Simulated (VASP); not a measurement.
Band structure of Cs (bcc). All values below come from r2SCAN meta-GGA, VASP's PBE PAW potentials (set 64) (plane waves; VASP 6.6.1).

Unless said otherwise, spin-orbit coupling is left out, though it shifts the bands of the heavy elements here.

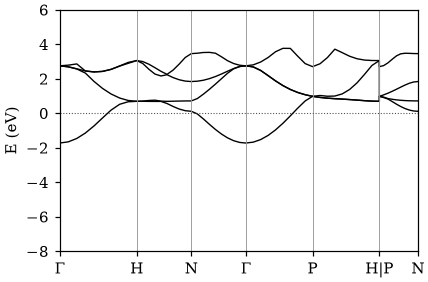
Bands along high-symmetry lines, zero at the valence-band maximum or, without a gap, the Fermi level

### Question
Read the plot: is there a gap, and where are the band edges?

### Answer
It has no gap at this level: it comes out as a metal or semimetal.

The compound is Cs in the bcc structure. It was relaxed first, which changed the volume by +9 %.
